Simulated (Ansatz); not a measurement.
Nudged elastic band of C2H8OSi (part 1 of 2)

C2H8OSi, computed with RKS PBE-D4/def2-SVP (Ansatz 0.2.0).

It belongs to a series of runs on one base structure; here: band between the two ends.

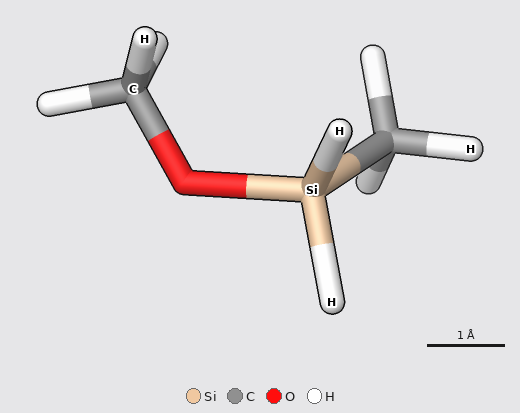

Figure 1. The input geometry (stick view, seen at a tilt).

**The input**
```yaml
crystal:
  periodic: [false, false, false]
  atoms:
    - { symbol: Si, position_ang: [-0.747225, -0.028858, 0.784755] }
    - { symbol: C, position_ang: [0.868538, -0.876717, 1.254167] }
    - { symbol: O, position_ang: [-1.001566, -0.016583, -0.881619] }
    - { symbol: C, position_ang: [-0.187394, 0.713903, -1.773124] }
    - { symbol: H, position_ang: [0.858183, 0.326323, -1.813937] }
    - { symbol: H, position_ang: [-1.920808, -0.773685, 1.348764] }
    - { symbol: H, position_ang: [-0.738011, 1.390362, 1.308281] }
    - { symbol: H, position_ang: [1.747394, -0.34228, 0.839148] }
    - { symbol: H, position_ang: [0.889732, -1.920888, 0.881589] }
    - { symbol: H, position_ang: [0.981654, -0.902617, 2.358107] }
    - { symbol: H, position_ang: [-0.135868, 1.797776, -1.511516] }
    - { symbol: H, position_ang: [-0.614428, 0.633266, -2.794516] }
basis:
  gaussian: { orbitals: def2-SVP }
hamiltonian:
  xc: pbe
  dispersion: d4
neb:
  order_check: false
  images: 7
  f_tol: 0.05
  max_iterations: 60
  final_atoms:
    - { symbol: Si, position_ang: [-1.2901882, 0.5367775, 0.01791919] }
    - { symbol: C, position_ang: [1.67775871, -1.12204196, 1.15993357] }
    - { symbol: O, position_ang: [-2.29031249, 1.2937815, -1.15254131] }
    - { symbol: C, position_ang: [-0.96096339, 1.02914664, -1.7206917] }
    - { symbol: H, position_ang: [1.44744181, -0.62130583, 0.19927811] }
    - { symbol: H, position_ang: [-1.64960216, -0.86678257, 0.38736142] }
    - { symbol: H, position_ang: [-0.86503481, 1.38722576, 1.17221815] }
    - { symbol: H, position_ang: [2.74857412, -0.97577438, 1.39650831] }
    - { symbol: H, position_ang: [1.45928976, -2.20278279, 1.07269544] }
    - { symbol: H, position_ang: [1.06337272, -0.68496071, 1.97016561] }
    - { symbol: H, position_ang: [-0.38097954, 1.94324118, -1.96146149] }
    - { symbol: H, position_ang: [-0.95915553, 0.28347765, -2.5412863] }
  initial_path:
    images:
      - { positions_ang: [[-0.747225, -0.028858, 0.784755], [0.868538, -0.876717, 1.254167], [-1.001566, -0.016583, -0.881619], [-0.187394, 0.713903, -1.773124], [0.858183, 0.326323, -1.813937], [-1.920808, -0.773685, 1.348764], [-0.738011, 1.390362, 1.308281], [1.747394, -0.34228, 0.839148], [0.889732, -1.920888, 0.881589], [0.981654, -0.902617, 2.358107], [-0.135868, 1.797776, -1.511516], [-0.614428, 0.633266, -2.794516]] }
      - { positions_ang: [[-0.81317512, 0.02676613, 0.74719708], [0.88907071, -0.83829699, 1.12213109], [-1.1031175, -0.00711843, -0.88305927], [-0.18636283, 0.6667551, -1.67133572], [0.8267426, 0.23896275, -1.48085046], [-1.9365131, -0.70157083, 1.37986369], [-0.7386189, 1.43155938, 1.25258526], [1.76583156, -0.27418684, 0.82900155], [0.94964544, -1.83500929, 0.67910929], [0.96506823, -0.97338299, 2.20116912], [-0.14579721, 1.7518627, -1.48317031], [-0.47257286, 0.5136613, -2.69254233]] }
      - { positions_ang: [[-0.87912524, 0.08239026, 0.70963917], [0.90960342, -0.79987698, 0.99009518], [-1.204669, 0.00234615, -0.88449954], [-0.18533166, 0.6196072, -1.56954744], [0.7953022, 0.15160249, -1.14776392], [-1.9522182, -0.62945665, 1.41096338], [-0.73922681, 1.47275675, 1.19688951], [1.78426913, -0.20609368, 0.8188551], [1.00955887, -1.74913058, 0.47662959], [0.94848246, -1.04414897, 2.04423124], [-0.15572643, 1.7059494, -1.45482462], [-0.33071773, 0.3940566, -2.59056866]] }
      - { positions_ang: [[-0.94507537, 0.13801439, 0.67208125], [0.93013613, -0.76145696, 0.85805927], [-1.30622051, 0.01181072, -0.8859398], [-0.18430049, 0.57245929, -1.46775915], [0.7638618, 0.06424224, -0.81467738], [-1.9679233, -0.55734248, 1.44206307], [-0.73983471, 1.51395413, 1.14119377], [1.80270669, -0.13800052, 0.80870865], [1.06947231, -1.66325187, 0.27414988], [0.93189669, -1.11491496, 1.88729337], [-0.16565564, 1.6600361, -1.42647893], [-0.18886259, 0.2744519, -2.48859499]] }
      - { positions_ang: [[-1.01102549, 0.19363853, 0.63452333], [0.95066884, -0.72303695, 0.72602336], [-1.40777201, 0.0212753, -0.88738007], [-0.18326933, 0.52531139, -1.36597087], [0.73242139, -0.02311802, -0.48159085], [-1.9836284, -0.48522831, 1.47316277], [-0.74044262, 1.5551515, 1.08549802], [1.82114425, -0.06990735, 0.7985622], [1.12938574, -1.57737316, 0.07167017], [0.91531093, -1.18568094, 1.73035549], [-0.17558486, 1.61412281, -1.39813324], [-0.04700745, 0.15484721, -2.38662132]] }
      - { positions_ang: [[-1.08081617, 0.27942327, 0.4803723], [1.1324413, -0.8227882, 0.83450092], [-1.62840713, 0.33940185, -0.95367038], [-0.37769284, 0.6512702, -1.45465108], [0.9111765, -0.17266497, -0.31137361], [-1.90012184, -0.58061687, 1.20171243], [-0.77159067, 1.51317007, 1.10717805], [2.05300172, -0.29637411, 0.94804873], [1.21186175, -1.73372557, 0.32192649], [0.95232637, -1.06050088, 1.79030802], [-0.22693353, 1.6964024, -1.5389653], [-0.27504447, 0.18700482, -2.42528756]] }
      - { positions_ang: [[-1.15060685, 0.36520801, 0.32622126], [1.31421377, -0.92253946, 0.94297847], [-1.84904225, 0.6575284, -1.01996069], [-0.57211636, 0.77722902, -1.54333129], [1.0899316, -0.32221192, -0.14115637], [-1.81661528, -0.67600544, 0.9302621], [-0.80273871, 1.47118863, 1.12885808], [2.28485919, -0.52284087, 1.09753525], [1.29433775, -1.89007797, 0.57218281], [0.98934182, -0.93532082, 1.85026055], [-0.2782822, 1.77868199, -1.67979736], [-0.50308149, 0.21916243, -2.46395381]] }
      - { positions_ang: [[-1.22039752, 0.45099276, 0.17207023], [1.49598624, -1.02229071, 1.05145602], [-2.06967737, 0.97565495, -1.086251], [-0.76653988, 0.90318783, -1.6320115], [1.26868671, -0.47175887, 0.02906087], [-1.73310872, -0.771394, 0.65881176], [-0.83388676, 1.4292072, 1.15053811], [2.51671665, -0.74930763, 1.24702178], [1.37681376, -2.04643038, 0.82243913], [1.02635727, -0.81014077, 1.91021308], [-0.32963087, 1.86096158, -1.82062942], [-0.73111851, 0.25132004, -2.50262005]] }
      - { positions_ang: [[-1.2901882, 0.5367775, 0.01791919], [1.67775871, -1.12204196, 1.15993357], [-2.29031249, 1.2937815, -1.15254131], [-0.96096339, 1.02914664, -1.7206917], [1.44744181, -0.62130583, 0.19927811], [-1.64960216, -0.86678257, 0.38736142], [-0.86503481, 1.38722576, 1.17221815], [2.74857412, -0.97577438, 1.39650831], [1.45928976, -2.20278279, 1.07269544], [1.06337272, -0.68496071, 1.97016561], [-0.38097954, 1.94324118, -1.96146149], [-0.95915553, 0.28347765, -2.5412863]] }
```

Command:
```bash
ansatz run input.yaml --threads 2 --pin off --max-ram 3072MiB --backend cpu --events-out ev --progress --plain --runs-dir out
```

**The program's output**
```
Engine: ansatz 0.2.0, aarch64-unknown-linux-gnu
Functional definition: PBE
  parameter kappa = 0.804
  parameter beta = 0.06672455060314922
  exchange = pbe_x(kappa = kappa, mu = beta*pi^2/3)
  correlation = pbe_c(beta = beta)
1119 factors; their error is unknown
mean field evaluation 1: about -12103.7389 eV, gradient 6.9e1 eV
mean field evaluation 2: about -12080.8715 eV, gradient 1.2e2 eV
mean field evaluation 4: about -12114.5910 eV, gradient 8.7e0 eV
mean field evaluation 8: about -12114.7495 eV, gradient 5.8e-2 eV
mean field evaluation 16: about -12114.6902 eV, gradient 4.9e-5 eV
mean field -12114.69020954 eV, -445.2066535686 hartree, gradient 4.9e-5 eV, S^2 0.000000; 0 other end points of the search recorded, 0 dependent functions left out
the calculation of the forces begins
reference -12114.69024521 eV, -445.2066548794 hartree; 21, 21 occupied and 79, 79 virtual orbitals, 1119 factors
1119 factors; their error is unknown
mean field evaluation 32: about -12112.9387 eV, gradient 5.5e-5 eV
mean field -12112.93866257 eV, -445.1422854047 hartree, gradient 5.5e-5 eV, S^2 0.000000; 0 other end points of the search recorded, 0 dependent functions left out
[... from here on the field's lines of each further geometry are left out, up to the last ...]
NEB iter   1: max|band force component| = 8.626e0 eV/Å  barrier→ = 5.9539 eV  barrier← = 4.1672 eV  Δτ_max = 0.2000 Å  (246 SCF iters)
NEB iter   2: max|band force component| = 3.560e0 eV/Å  barrier→ = 4.5543 eV  barrier← = 2.7675 eV  Δτ_max = 0.1971 Å  (216 SCF iters)
NEB iter   3: max|band force component| = 1.797e0 eV/Å  barrier→ = 3.9371 eV  barrier← = 2.1504 eV  Δτ_max = 0.1919 Å  (201 SCF iters)
NEB iter   4: max|band force component| = 1.967e0 eV/Å  barrier→ = 3.3365 eV  barrier← = 1.5498 eV  Δτ_max = 0.1009 Å  (209 SCF iters)
NEB iter   5: max|band force component| = 1.074e0 eV/Å  barrier→ = 3.3022 eV  barrier← = 1.5155 eV  Δτ_max = 0.1981 Å  (202 SCF iters)
NEB iter   6: max|band force component| = 1.310e0 eV/Å  barrier→ = 3.8573 eV  barrier← = 2.0706 eV  Δτ_max = 0.0992 Å  (201 SCF iters)
NEB iter   7: max|band force component| = 4.146e-1 eV/Å  barrier→ = 3.8450 eV  barrier← = 2.0583 eV  CI = image 4  Δτ_max = 0.1803 Å  (202 SCF iters)
NEB iter   8: max|band force component| = 4.320e-1 eV/Å  barrier→ = 3.8184 eV  barrier← = 2.0317 eV  CI = image 4  Δτ_max = 0.0907 Å  (201 SCF iters)
NEB iter   9: max|band force component| = 2.451e-1 eV/Å  barrier→ = 3.7840 eV  barrier← = 1.9973 eV  CI = image 4  Δτ_max = 0.1651 Å  (200 SCF iters)
NEB iter  10: max|band force component| = 1.313e-1 eV/Å  barrier→ = 3.7576 eV  barrier← = 1.9709 eV  CI = image 4  Δτ_max = 0.1379 Å  (202 SCF iters)
NEB iter  11: max|band force component| = 1.672e-1 eV/Å  barrier→ = 3.7490 eV  barrier← = 1.9623 eV  CI = image 4  Δτ_max = 0.0699 Å  (194 SCF iters)
NEB iter  12: max|band force component| = 1.130e-1 eV/Å  barrier→ = 3.7398 eV  barrier← = 1.9531 eV  CI = image 4  Δτ_max = 0.0695 Å  (202 SCF iters)
NEB iter  13: max|band force component| = 9.572e-2 eV/Å  barrier→ = 3.7358 eV  barrier← = 1.9491 eV  CI = image 4  Δτ_max = 0.0694 Å  (200 SCF iters)
NEB iter  14: max|band force component| = 5.946e-2 eV/Å  barrier→ = 3.7334 eV  barrier← = 1.9467 eV  CI = image 4  Δτ_max = 0.0345 Å  (201 SCF iters)
NEB iter  15: max|band force component| = 5.223e-2 eV/Å  barrier→ = 3.7327 eV  barrier← = 1.9460 eV  CI = image 4  Δτ_max = 0.0176 Å  (203 SCF iters)
the calculation of the forces begins
reference -12112.93031924 eV, -445.1419787930 hartree; 21, 21 occupied and 79, 79 virtual orbitals, 1119 factors
1119 factors; their error is unknown
mean field evaluation 1024: about -12111.0078 eV, gradient 9.6e-2 eV
mean field -12110.94720962 eV, -445.0691008588 hartree, gradient 1.8e-5 eV, S^2 0.000000; 1 other end points of the search recorded, 0 dependent functions left out
the calculation of the forces begins
reference -12110.94724451 eV, -445.0691021408 hartree; 21, 21 occupied and 79, 79 virtual orbitals, 1119 factors
NEB iter  16: max|band force component| = 1.908e-2 eV/Å  barrier→ = 3.7325 eV  barrier← = 1.9458 eV  CI = image 4  Δτ_max = 0.0000 Å  (395 SCF iters)
```

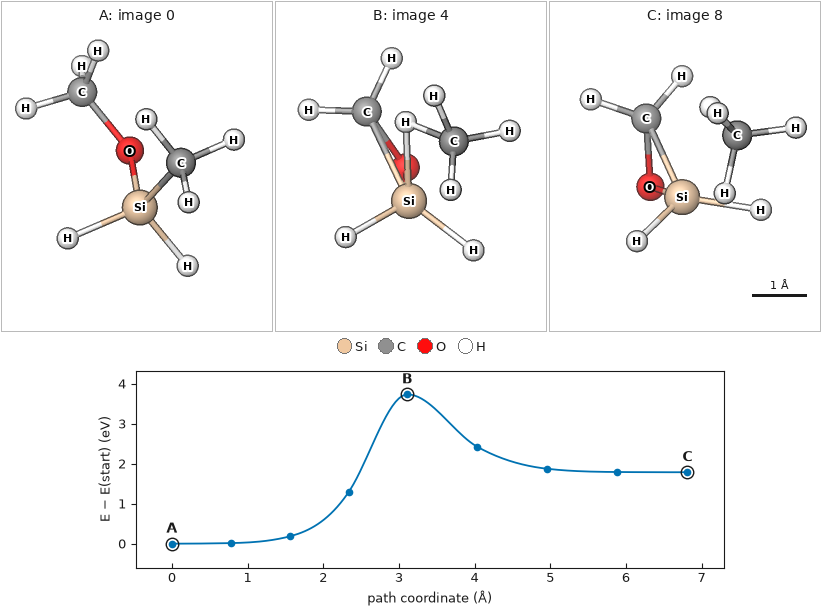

Figure 2. Images of the last band (counted from 0; ball-and-stick, seen at a tilt) above the energy along the path; the line is a cubic interpolation that uses the forces. The highest image is number 4, 3.732 eV above the start and 1.946 eV above the end (the climbing image); the end lies 1.787 eV above the start. The path is 6.81 Å long. The band converged in 16 iterations.
